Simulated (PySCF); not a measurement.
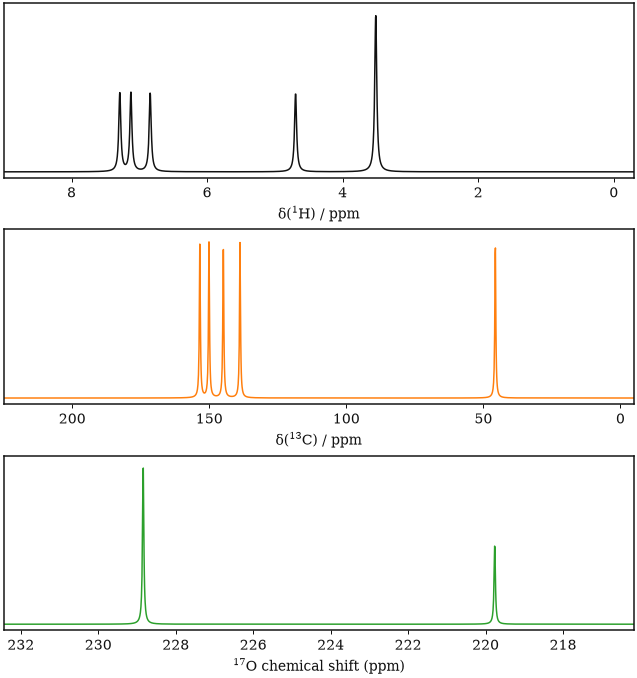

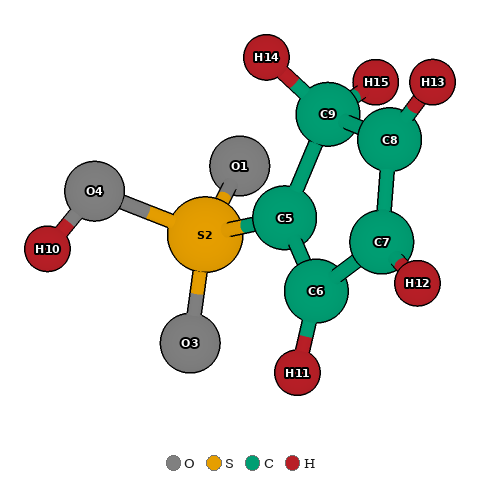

Spectrum and numbered structure of C₅H₆O₃S, SMILES O=S(=O)(O)C1=CC=CC1. GIAO shifts, PBE0/pcSseg-1, PySCF 2.14.0, at a GFN2-xTB geometry (no frequency check), against TMS for ¹H, TMS for ¹³C and H₂O for ¹⁷O computed at the same level (¹⁷O: a single water molecule, while the usual scale starts at liquid water and gives values some tens of ppm lower). Gas phase, fully decoupled, line heights follow the number of nuclei, widths are arbitrary (no quadrupolar broadening); values of one conformer, averaged over nuclei that symmetry, rotation about single bonds or ring flips exchange, these motions taken as fast; other conformers aren't averaged in. Protons on N, O or S are those of the isolated molecule, without hydrogen bonds to neighbours or exchange.

Q: Which atoms give which ¹H line?

A:
| δ (ppm) | nuclei | atoms |
| --- | --- | --- |
| 7.29 | 1 | H11 |
| 7.12 | 1 | H13 |
| 6.84 | 1 | H12 |
| 4.70 | 1 | H10 |
| 3.51 | 2 | H14, H15 |

Q: Which atoms give which ¹³C line?

A:
```csv
δ (ppm),nuclei,atoms
153.5,1,C5
150.1,1,C8
144.9,1,C6
138.8,1,C7
45.7,1,C9
```

Q: Assign the ¹⁷O signals to the numbered atoms.

A:
| δ (ppm) | nuclei | atoms |
| --- | --- | --- |
| 228.8 | 2 | O1, O3 |
| 219.8 | 1 | O4 |

Caveats: the tight-binding geometry is rougher than a DFT one and adds to the error.
